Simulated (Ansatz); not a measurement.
# SnH₃F (built from SMILES [F][SnH3]): search for a transition state

Wanted: the transition state of a 1,1-elimination (form F2–H3 and break Sn1–F2, Sn1–H3). The guess is relaxed with those distances held, a saddle search follows, and vibrations and two downhill relaxations check it.

Computed with Ansatz 0.2.0, Gaussian basis. Level: PBE0-D4, def2-SVP first, then def2-TZVP.

106 further runs of the same task are left out: 1 that didn't finish, 105 set aside as unsound or not needed.

## 1. The system as given

The guess: 5 atoms, charge 0, spin multiplicity 1.

Atoms are counted from 1 here; the program's logs count them from 0.

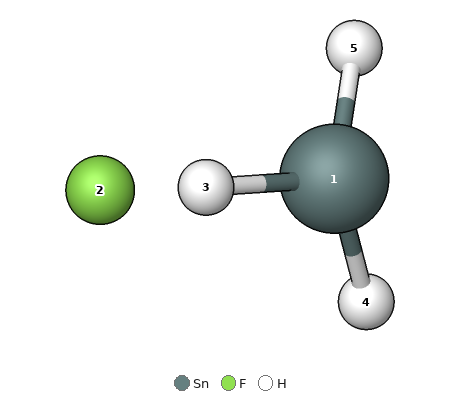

The starting geometry (tin teal, fluorine green, hydrogen white); atoms are numbered from 1 in the order of the file.

As a file:

```
Sn    0.1470    0.6535   -0.1003
F    -0.1230   -1.7649   -0.5599
H     0.3372   -0.6154   -1.3561
H    -1.4328    1.0821    0.5969
H     1.0716    0.6446    1.4195
```

Distances that are to change: F2–H3 1.47 Å, Sn1–F2 2.48 Å, Sn1–H3 1.80 Å.

## 2. Constrained relaxation of the guess

File hold/in.yaml:

```yaml
crystal:
  periodic: [false, false, false]
  atoms:
    - {symbol: Sn, position_ang: [0.147000, 0.653500, -0.100300]}
    - {symbol: F, position_ang: [-0.123000, -1.764900, -0.559900]}
    - {symbol: H, position_ang: [0.337200, -0.615400, -1.356100]}
    - {symbol: H, position_ang: [-1.432800, 1.082100, 0.596900]}
    - {symbol: H, position_ang: [1.071600, 0.644600, 1.419500]}
basis:
  gaussian: {orbitals: def2-SVP}
hamiltonian: {xc: pbe0, dispersion: d4}
relax: {f_tol: 0.04, max_steps: 150, escape_saddle: false, constraints: [{distance: [1, 2]}, {distance: [0, 1]}, {distance: [0, 2]}]}
```

Command:

```
$ ansatz run in.yaml --threads 2 --pin off --events-out ev --progress --plain --max-ram 4352MiB
```

After this run come: A starting Hessian; Saddle search in the small basis; Saddle search in triple zeta; Checking the order of the point; Relaxing after a step of 0.30 Å one way along the mode; Relaxing after a step of 0.30 Å the other way along the mode.

**Question.** What will these runs give? Wanted: imaginary mode; barrier from the start side; barrier from the end side; energy of the step; pairs that change; zero-point energy at the saddle.

The runs gave:

| quantity | value |
| --- | --- |
| imaginary mode | 1328i cm⁻¹ |
| barrier from the start side | 211.3 kJ/mol |
| barrier from the end side | 102.5 kJ/mol |
| energy of the step | +108.8 kJ/mol |
| pairs that change | F2–H3 formed, Sn1–F2 broken, Sn1–H3 broken |
| zero-point energy at the saddle | 0.516 eV |

What this shows: One imaginary mode, 1328i cm⁻¹, makes this a first-order saddle. It joins the planned start and end. At PBE0-D4/def2-TZVP the electronic barrier is 211.3 kJ/mol, about 85 kT at 298 K, and the step runs 108.8 kJ/mol uphill. With so stiff a mode tunnelling counts: Wigner's rough correction is a factor of 2.7 at 298 K. These are plain relaxations, not an intrinsic reaction coordinate.
